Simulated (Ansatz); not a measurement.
Cell of cubic BaZrO3 (0 0 1) on zinc-blende GaAs (0 0 1) (film strained to the substrate, started from cuts of the bulks; metallic at this level, with no gap by band count; slabs As6Ga5 and Ba3O7Zr2, which can lie off the formulas; started ferromagnetic, the moments vanishing), with its geometry taken from a PBE run:

```yaml
crystal:
  lattice:
    - [4.06174, 0.00101, 0.13018]
    - [-0.00025, 4.06303, -0.10180]
    - [1.24016, 0.66854, 28.40586]
  atoms:
    - { symbol: As, position: [0.04196, 0.31388, 0.13651] }
    - { symbol: As, position: [0.40361, 0.81255, 0.03946], spin: 0.5 }
    - { symbol: As, position: [0.92607, 0.31604, 0.33919] }
    - { symbol: As, position: [0.47738, 0.81493, 0.23800] }
    - { symbol: As, position: [0.81819, 0.31681, 0.54263], spin: 0.5 }
    - { symbol: As, position: [0.37267, 0.81679, 0.44020] }
    - { symbol: Ga, position: [0.00366, 0.81445, 0.18741] }
    - { symbol: Ga, position: [0.57384, 0.31322, 0.08505] }
    - { symbol: Ga, position: [0.89928, 0.81662, 0.39000] }
    - { symbol: Ga, position: [0.45286, 0.31547, 0.28871] }
    - { symbol: Ga, position: [0.34494, 0.31738, 0.49199] }
    - { symbol: Ba, position: [0.25950, 0.30549, 0.64161], spin: 0.5 }
    - { symbol: O, position: [0.69861, 0.80998, 0.65810], spin: 0.5 }
    - { symbol: Ba, position: [0.13422, 0.31013, 0.80570] }
    - { symbol: Zr, position: [0.67704, 0.80915, 0.72820] }
    - { symbol: O, position: [0.16903, 0.80945, 0.73935] }
    - { symbol: O, position: [0.66504, 0.30933, 0.73941] }
    - { symbol: O, position: [0.62818, 0.81011, 0.81706] }
    - { symbol: Ba, position: [0.03600, 0.31181, 0.96590], spin: 0.5 }
    - { symbol: Zr, position: [0.58996, 0.81091, 0.88712] }
    - { symbol: O, position: [0.08442, 0.81086, 0.89834] }
    - { symbol: O, position: [0.58023, 0.31095, 0.89889] }
    - { symbol: O, position: [0.58533, 0.81177, 0.97693], spin: 0.5 }
```

Computed with PBE (plane waves to 420 eV, PAW; Ansatz, an electronic-structure program). No spin–orbit coupling. Its k-point mesh 6×6×1, Fermi–Dirac width 0.05 eV.

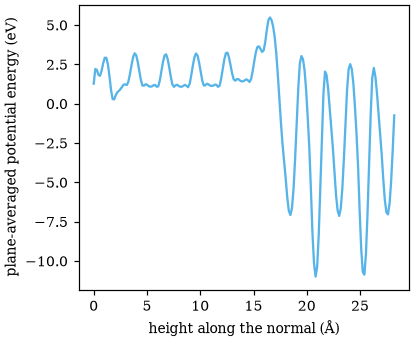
*Smooth (PAW) electrostatic potential energy of an electron, averaged over planes, about its mean*

The curve spans 16.5 eV over the stretch drawn.
